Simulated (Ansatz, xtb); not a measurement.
# Redistribution: C2H5Cl + CH3Br → C2H6 + CH2BrCl

Gas-phase species: C2H5Cl (chloroethane) `CCCl`, singlet; CH3Br `CBr`, singlet; C2H6 (ethane) `CC`, singlet; CH2BrCl (bromochloromethane) `ClCBr`, singlet. The partners trade Cl for H; both sit on C, so the bond types are kept.

Shapes, held fixed at every level: PBE0-D4/def2-TZVP. Programs: Ansatz 0.2.0, xtb 6.7.1. The zero-point and thermal change to 298 K, harmonic and unscaled (PBE0-D4/def2-TZVP), is -0.7 kJ/mol.

**The experiment to reproduce.** Tabulated heats of formation (Active Thermochemical Tables): C2H5Cl -111.2; CH3Br -36.4; C2H6 -83.8; CH2BrCl -44.7 kJ/mol, which give ΔH(298 K) = +19.1 kJ/mol.

```csv
level,kind,ΔH (kJ/mol),computed − measured
GFN0-xTB,semi-empirical,-11.2,-30.3
HF/def2-SVP,Hartree–Fock,+28.7,+9.6
r2SCAN-D4/def2-TZVPP,meta-GGA,+18.6,-0.5
B3LYP-D4/def2-TZVPP,global hybrid,+18.5,-0.7
wB97M-V/def2-TZVPP,range-separated hybrid,+20.0,+0.8
wB97X-V/def2-TZVPP,range-separated hybrid,+20.6,+1.4
CCSD(T)/def2-SVP,coupled cluster or CI,+19.3,+0.2
CCSD/def2-TZVPP,coupled cluster or CI,+21.3,+2.1
CCSD(T)/def2-TZVPP,coupled cluster or CI,+20.2,+1.0
```

Nearest: CCSD(T)/def2-SVP (+0.2); farthest: GFN0-xTB (-30.3). 8 of 9 levels lie within 10 kJ/mol. The wrong sign comes from GFN0-xTB. Relativity is left out for Br. Outer-core shells of Br are correlated, in sets that cover them unevenly.

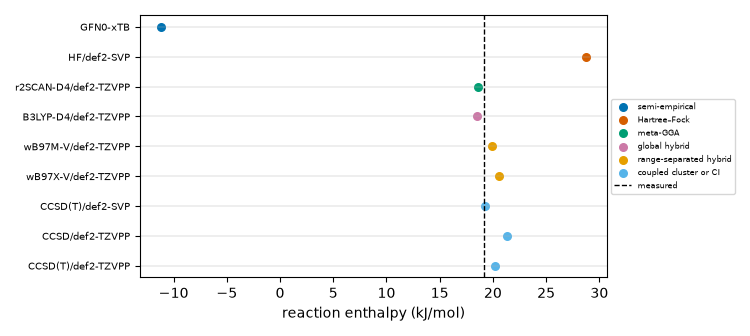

The values of the table, level by level.
